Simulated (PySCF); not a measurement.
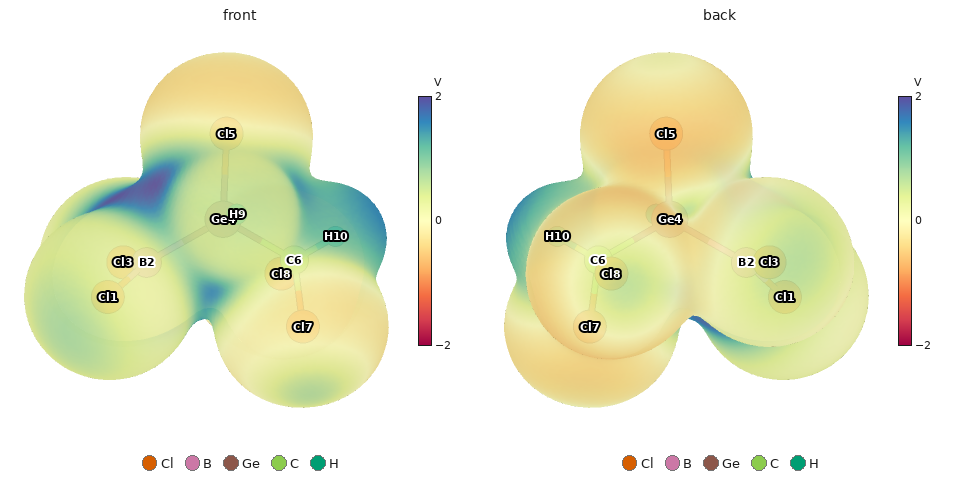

*CH2BCl5Ge. The molecular electrostatic potential painted on the density surface at 0.002 e/bohr³, seen from the front and from behind; the colour scale runs from red (negative) to blue (positive).*

Geometry: GFN2-xTB.

Computed with PySCF 2.14.0, wB97X-D/def2-SVPD, SCF density, gas phase.

```xyz
10

Cl    1.9420    2.4763   -0.5811
B     1.6315    0.8106   -0.4947
Cl    2.4968   -0.2899   -1.4472
Ge    0.1825    0.1189    0.8171
Cl    0.8688   -1.5021    1.9940
C    -1.4280   -0.6179   -0.1744
Cl   -2.2585    0.7537   -0.9182
Cl   -0.8498   -1.7346   -1.4187
H    -0.4156    1.1435    1.7754
H    -2.1608   -1.1539    0.4254
```

> Which sites attract a positive test charge, and which a negative one?

A positive charge is drawn to the negative regions and a negative charge to the positive ones. The most negative region (about −0.6 V) lies over Cl5 and Cl8, the most positive (about +1.9 V) over B2 and Ge4. Cl1 shows a σ-hole: about +0.8 V at the tip opposite its bond, against about +0.2 V on its flanks. Cl3 shows a σ-hole: about +0.7 V at the tip opposite its bond, against about 0.0 V on its flanks. Cl7 shows a σ-hole: about +0.7 V at the tip opposite its bond, against about −0.1 V on its flanks. Cl8 shows a σ-hole: about +0.6 V at the tip opposite its bond, against about −0.3 V on its flanks.
